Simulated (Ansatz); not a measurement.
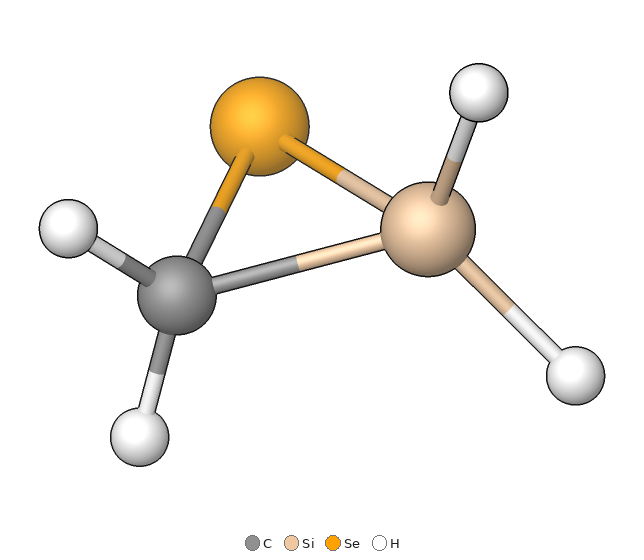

The picture shows the input geometry.

Input file:

```yaml
crystal:
  periodic: [false, false, false]
  atoms:
    - {symbol: C, position_ang: [-0.672793, -0.541735, -0.369605]}
    - {symbol: Si, position_ang: [0.686144, 0.376155, 0.462957]}
    - {symbol: Se, position_ang: [-0.342920, 1.206370, -1.326322]}
    - {symbol: H, position_ang: [-0.445353, -1.396818, -0.997124]}
    - {symbol: H, position_ang: [-1.658978, -0.577957, 0.080727]}
    - {symbol: H, position_ang: [0.424103, 0.988784, 1.783342]}
    - {symbol: H, position_ang: [2.071099, -0.122801, 0.320323]}
basis:
  gaussian: {orbitals: 6-31G}
hamiltonian: {xc: {name: wB97X}}
output: {forces: true}
```

Command:

```sh
ansatz run in.yaml --threads 2 --pin off --events-out ev --progress --plain --max-ram 4352MiB
```

Output:

```
Functional definition: wB97X
  name "wB97X"
  cite "Chai & Head-Gordon, J. Chem. Phys. 128, 084106 (2008) doi:10.1063/1.2834918"
  cite "Becke, J. Chem. Phys. 107, 8554 (1997) doi:10.1063/1.475007"
  parameter omega = 0.3/bohr
  parameter cx = 0.157706
  parameter cx1 = 0.726479
  parameter cx2 = 1.04760
  parameter cx3 = -5.70635
  parameter cx4 = 13.2794
  parameter css1 = -4.33879
  parameter css2 = 18.2308
  parameter css3 = -31.7430
  parameter css4 = 17.2901
  parameter cos1 = 2.37031
  parameter cos2 = -11.3995
  parameter cos3 = 6.58405
  parameter cos4 = -3.78132
  # The coefficients of nought are those of the uniform gas.
  exchange = spin_sum(e_x_unif_sr(omega)*poly(b97_u_x, 1 - cx, cx1, cx2, cx3, cx4)) + cx*exact_x_sr(omega)
      + exact_x_lr(omega)
  correlation = spin_sum(e_c_pw_same_spin*poly(b97_u_same, 1, css1, css2, css3, css4))
      + integral(e_c_pw_opposite_spin*poly(b97_u_opposite, 1, cos1, cos2, cos3, cos4))
645 factors; integrals over basis functions are off by at most 2.3e-4 eV
210 factors; integrals over basis functions are off by at most 3.9e-6 eV
mean field evaluation 1: about -74316.5666 eV, gradient 1.9e1 eV
mean field evaluation 2: about -74317.1639 eV, gradient 1.3e1 eV
mean field evaluation 4: about -74317.6097 eV, gradient 6.5e-1 eV
mean field evaluation 8: about -74317.6512 eV, gradient 6.1e-2 eV
mean field evaluation 16: about -74317.6512 eV, gradient 3.1e-5 eV
mean field -74317.65120634 eV, -2731.1233075197 hartree, gradient 3.1e-5 eV, S^2 0.000000; 0 other end points of the search recorded, 0 dependent functions left out
the calculation of the forces begins
reference -74317.65118079 eV, -2731.1233065806 hartree; 29, 29 occupied and 30, 30 virtual orbitals, 645 factors
Total energy: -74317.65118079 eV, -2731.1233065806 hartree
Atom 0 at    -0.672793    -0.541735    -0.369605 Å, force    -0.759397    -0.516155    -0.463162 eV/Å
Atom 1 at     0.686144     0.376155     0.462957 Å, force     1.170115    -0.190657     1.462267 eV/Å
Atom 2 at    -0.342920     1.206370    -1.326322 Å, force    -0.583425     0.844432    -1.298367 eV/Å
Atom 3 at    -0.445353    -1.396818    -0.997124 Å, force     0.018121    -0.063239     0.121707 eV/Å
Atom 4 at    -1.658978    -0.577957     0.080727 Å, force     0.060377    -0.091507     0.084439 eV/Å
Atom 5 at     0.424103     0.988784     1.783342 Å, force    -0.077615     0.092689     0.157324 eV/Å
Atom 6 at     2.071099    -0.122801     0.320323 Å, force     0.171825    -0.075562    -0.064208 eV/Å
Dipole moment:     0.112998    -0.275565     0.336571 e Å
```

The run converged.
